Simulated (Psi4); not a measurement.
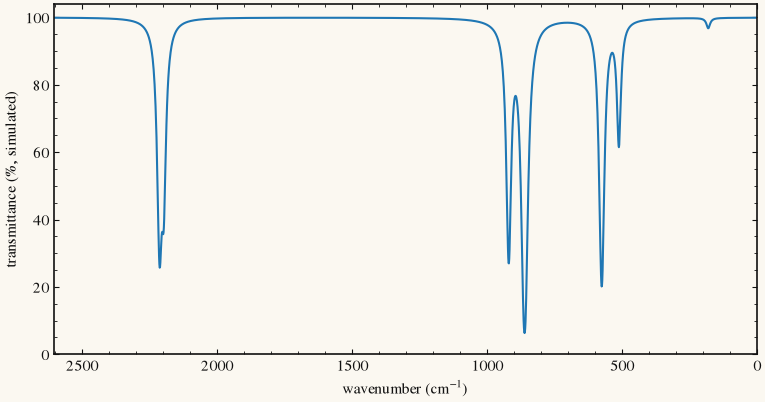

Unscaled harmonic wavenumbers and double-harmonic intensities, BP86/def2-SVP, Psi4 1.11, at a geometry relaxed at this level, isolated molecule. Modes within 2 cm⁻¹ of each other count as one line, with their intensities summed. Lorentzian lines of 16 cm⁻¹ full width. Close modes add up in the curve.

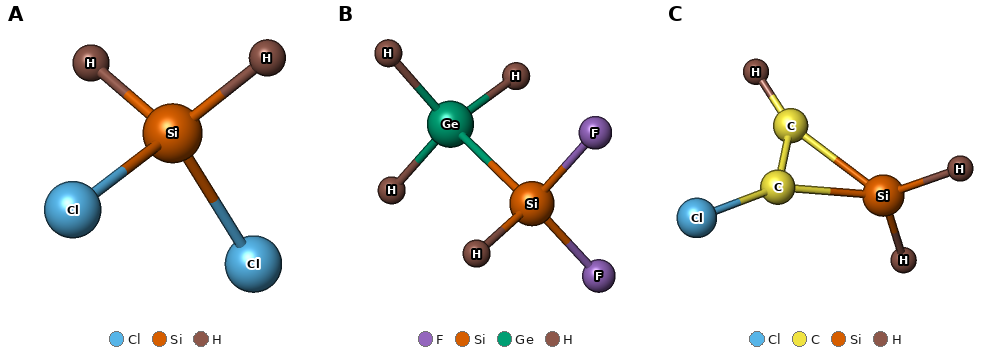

Whose IR spectrum is this? The candidates are drawn in the second picture.

Structure A, SiH₂Cl₂, SMILES Cl[SiH2]Cl. It has its most intense lines at 861.1, 575.3 and 919.8 cm⁻¹.

Note: double-zeta basis.
